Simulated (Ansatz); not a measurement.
Ge2H2

```csv
atom,x (Å),y (Å),z (Å)
Ge,0.6560,0.1111,-1.0511
Ge,-0.0885,-0.6756,1.0408
H,0.3667,0.9276,0.4793
H,-0.9342,-0.3632,-0.4690
```

Geometry: r2SCAN-D4/def2-TZVP.

These are results of RKS PBE0-D4/def2-TZVP in Ansatz, not measurements.

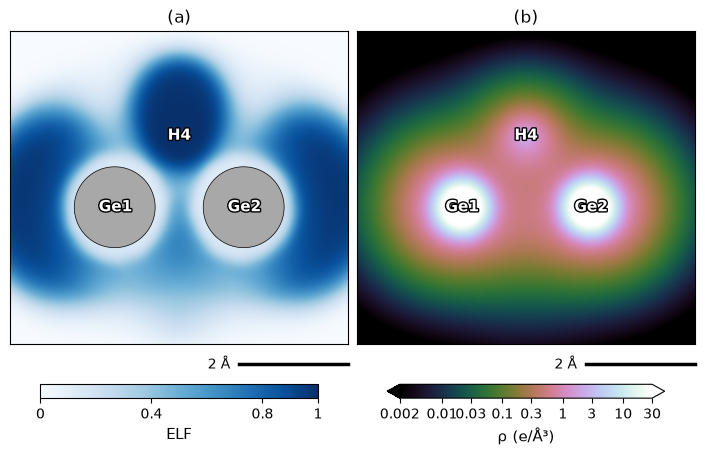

Figure 1. (a) electron localisation function; (b) total electron density on the plane of atoms Ge1, H4 and Ge2. Grey discs cover the atomic cores in the ELF map.

What does the map show?

Answer. Atoms in the plane: Ge and H. Ge–Ge (2.36 Å): ρ at the midpoint is about 0.53 e/Å³; the ELF reaches about 0.50 near the midpoint. Ge–H (1.76 Å): ρ is about 0.62 e/Å³ halfway; the ELF climbs to about 1 towards the hydrogen.

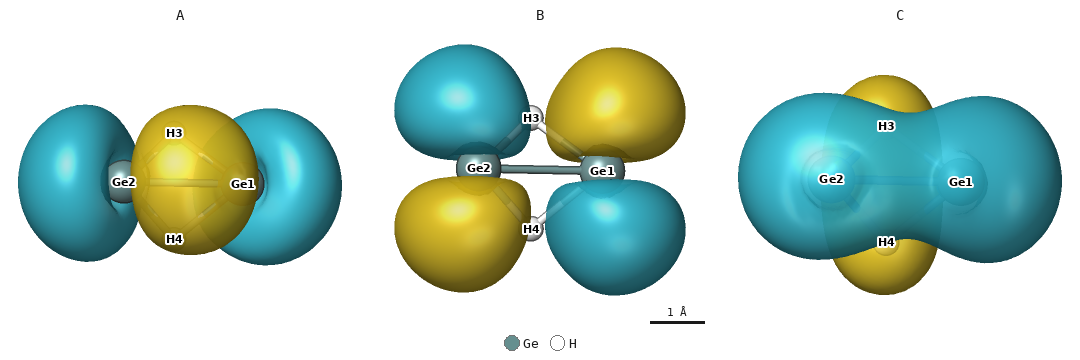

Figure 2. Three frontier orbitals at ±0.08 Å⁻³ᐟ² (yellow and cyan are the two phases), in no order.

Order the three orbitals by energy and name them.

Answer. C is the HOMO−1 (−8.04 eV). By Hirshfeld shares it lies mainly on Ge1 (about 40 %), Ge2 (about 40 %), H3 (about 10 %) and H4 (about 10 %); π-bonding across Ge1–Ge2. A is the HOMO (−5.73 eV). By Hirshfeld shares it lies mainly on Ge1 (about 50 %) and Ge2 (about 50 %). B is the LUMO (−1.87 eV). It lies mainly on Ge1 (about 45 %) and Ge2 (about 45 %); π-antibonding (π*) across Ge1–Ge2.

What is the HOMO–LUMO gap?

Answer. 3.86 eV between the orbital energies.

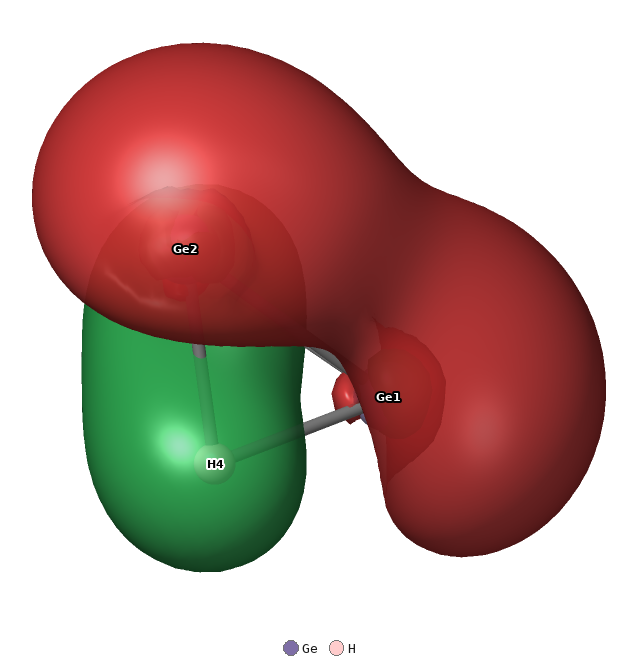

Figure 3. The HOMO−1 at ±0.1 Å⁻³ᐟ² (green and red are the two phases), seen at an oblique angle.

Where does this orbital lie, and at what energy?

Answer. Its weight (Hirshfeld) is mainly on Ge1 (about 40 %), Ge2 (about 40 %), H3 (about 10 %) and H4 (about 10 %); π-bonding across Ge1–Ge2. Its energy is −8.04 eV.
